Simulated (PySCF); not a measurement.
Consider C5H7NOS.

```yaml
atoms:
  - { symbol: C, position_ang: [3.1106, 1.0175, 0.2689] }
  - { symbol: S, position_ang: [2.3828, -0.6415, 0.0935] }
  - { symbol: C, position_ang: [0.6944, -0.2349, 0.2929] }
  - { symbol: C, position_ang: [-0.2638, -1.1470, 0.4167] }
  - { symbol: O, position_ang: [-1.5890, -0.8097, 0.5883] }
  - { symbol: C, position_ang: [-2.2596, -0.4167, -0.5983] }
  - { symbol: C, position_ang: [-3.5836, 0.0659, -0.2642] }
  - { symbol: N, position_ang: [-4.6276, 0.4534, -0.0130] }
  - { symbol: H, position_ang: [2.8788, 1.4127, 1.2533] }
  - { symbol: H, position_ang: [4.1835, 0.8983, 0.1608] }
  - { symbol: H, position_ang: [2.7305, 1.6691, -0.5125] }
  - { symbol: H, position_ang: [0.4762, 0.8224, 0.3011] }
  - { symbol: H, position_ang: [-0.0529, -2.2098, 0.4190] }
  - { symbol: H, position_ang: [-1.7173, 0.3903, -1.1166] }
  - { symbol: H, position_ang: [-2.3631, -1.2701, -1.2898] }
```

Geometry: GFN2-xTB.

The calculation used PySCF 2.14.0, PBE0/pcSseg-1, SCF density, in a dimethylsulfoxide solvent model, non-relativistic.

### What can the converged electron density and electron localisation function tell about the bonding?

C–C (1.33 Å): ρ is about 2.3 e/Å³ halfway; the ELF peaks at about 0.90 between the atoms (a short, multiple covalent bond).
C–O (1.38 Å): ρ at the midpoint is about 2.2 e/Å³, with its minimum of 1.9 e/Å³ about 0.5 Å from C; the ELF peaks at about 0.90 between the atoms; a shared but strongly polarised pair.
C–S (1.75 Å): the density is about 1.4 e/Å³ at the midpoint; the ELF peaks at about 0.95 between the atoms, as expected for a covalent bond.
C–H (1.08 Å): the density is about 2.1 e/Å³ at the midpoint; the ELF climbs to about 1 towards the hydrogen, as it does in any bond to H: a covalent bond by its length.

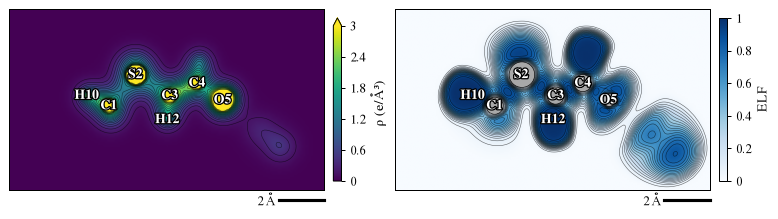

Computed electron density and electron localisation function on the plane of atoms C1, S2 and C3, in this order. Grey discs cover the atomic cores in the ELF map. 
